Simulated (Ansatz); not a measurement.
## Electronic structure of GeH6Si2 (SMILES [SiH2]1[SiH2][GeH2]1) in real space

```xyz
9

Ge    0.8332    1.3696   -0.8997
Si    1.4145    1.5477    1.4217
Si    0.8610   -0.5567    0.5311
H     0.4436    2.2125    2.3559
H     2.8479    1.8190    1.7811
H    -0.4506   -1.1787    0.9185
H     1.9555   -1.5699    0.3493
H    -0.5319    1.9249   -1.3668
H     1.9490    1.5258   -1.9583
```

Geometry: PBE-D3(BJ)/def2-SVP.

The calculation used isolated molecule in a Gaussian basis; Kohn-Sham density functional theory, functional PBE0 in Ansatz 0.2.0.

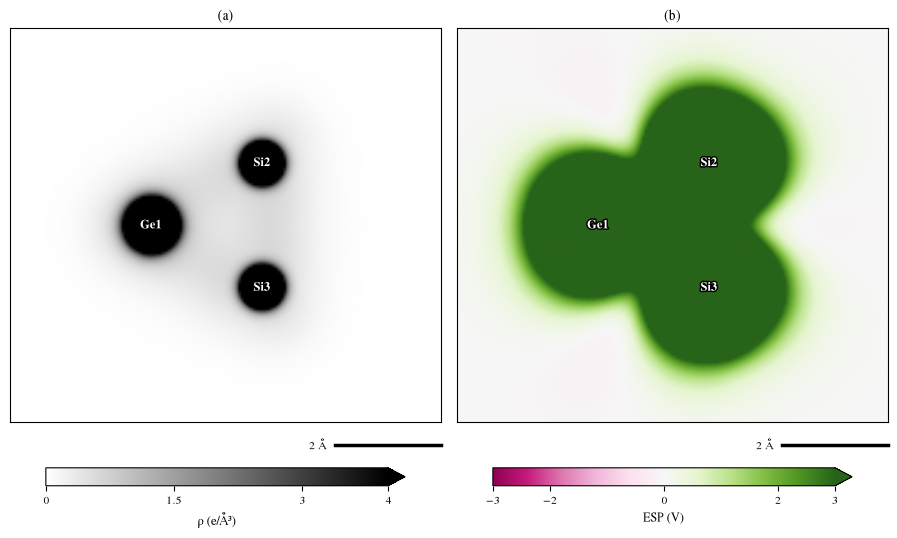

Figure 1. (a) electron density; (b) molecular electrostatic potential on the plane of atoms Ge1, Si2 and Si3.

Interpret the plot.

- Atoms in the plane: Ge and Si.
- Si–Si (2.35 Å): the density is about 0.57 e/Å³ at the midpoint.
- Si–Ge (2.40 Å): ρ at the midpoint is about 0.55 e/Å³.
- The potential has no marked negative region in this plane.

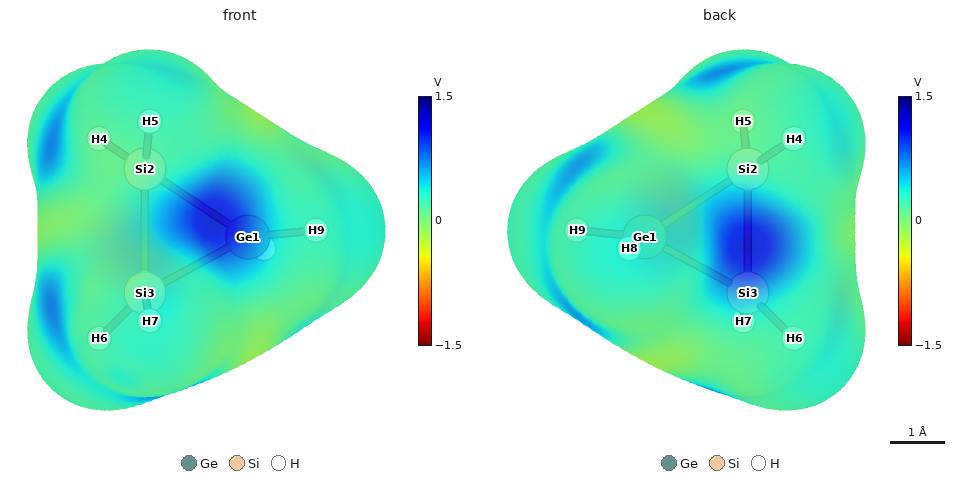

Figure 2. The electrostatic potential painted on the density surface at 0.002 e/bohr³, seen from the front and from behind; red is negative and blue positive.

Describe the electrostatic potential map.

The most negative region (about −0.1 V) lies over H9, the most positive (about +1.2 V) over Ge1, Si2 and Si3.

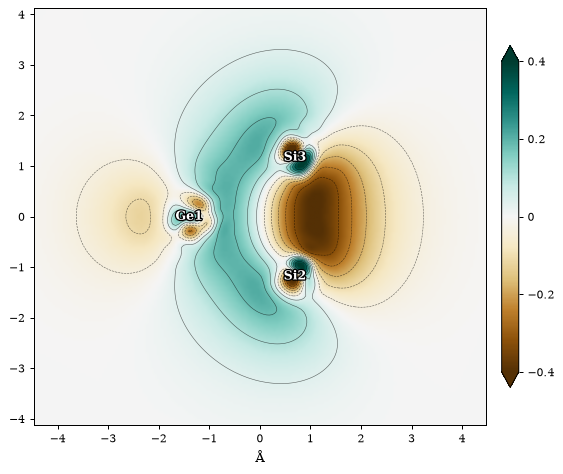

Figure 3. The HOMO−1 on the plane of atoms Ge1, Si3 and Si2 (values in Å⁻³ᐟ²; the overall sign is arbitrary).

What is the character of this orbital?

It lies mainly on Si2 (about 35 %), Si3 (about 35 %) and Ge1 (about 15 %). Its energy is −6.96 eV.

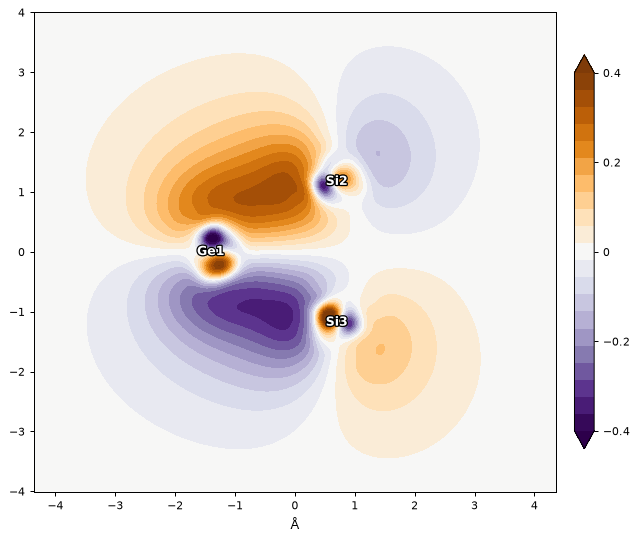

Figure 4. The HOMO on the plane of atoms Ge1, Si2 and Si3 (values in Å⁻³ᐟ²; the overall sign is arbitrary).

What is the character of this orbital?

By Hirshfeld shares it lies mainly on Ge1 (about 45 %), Si2 (about 20 %) and Si3 (about 20 %). Its energy is −6.76 eV.
